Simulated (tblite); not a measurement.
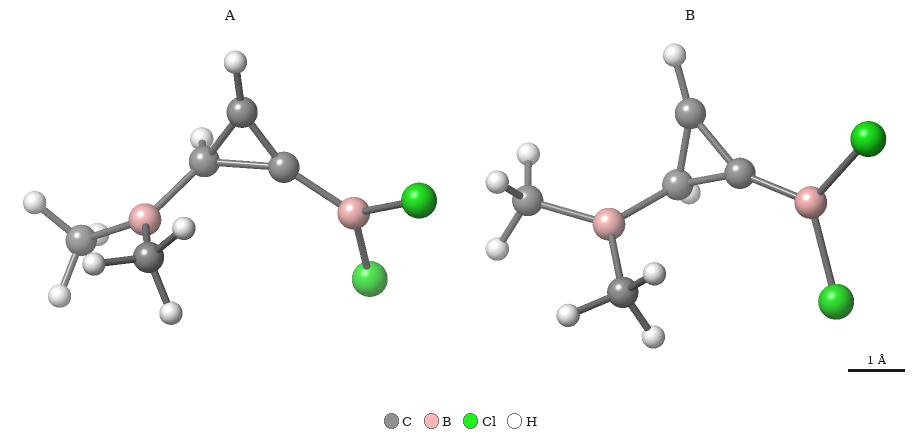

Two geometries of C5H8B2Cl2, drawn at one scale. One is the start of a relaxation, the other its converged end. A ball-and-stick model, seen at a tilt.

All numbers below come from GFN2-xTB geometry optimisation, gas phase (tblite). 

Question: Which of the two is the end point?

Answer: Structure A is the relaxed one. The atom that moves furthest after the best rigid fit is an H atom (1.78 Å). By element the largest moves are H 1.78 Å, Cl 1.74 Å, C 0.96 Å, B 0.62 Å. Some distances before and after: C–C 1.396 → 1.557 Å, C–C 1.441 → 1.307 Å, B–Cl 1.849 → 1.725 Å, C–C 1.385 → 1.500 Å. Among the angles between lasting bonds that change: C–C–C 62.4° → 50.6°, B–C–C 112.9° → 122.3°, C–C–C 59.2° → 67.0°. Groups turn about B–C by about 70°, B–C by about 45°, B–C by about 30°. Over 140 geometry steps the energy falls by 1.643 eV. The run took 2.2 s on 1 thread of Arm Neoverse N1, with other jobs on the host.
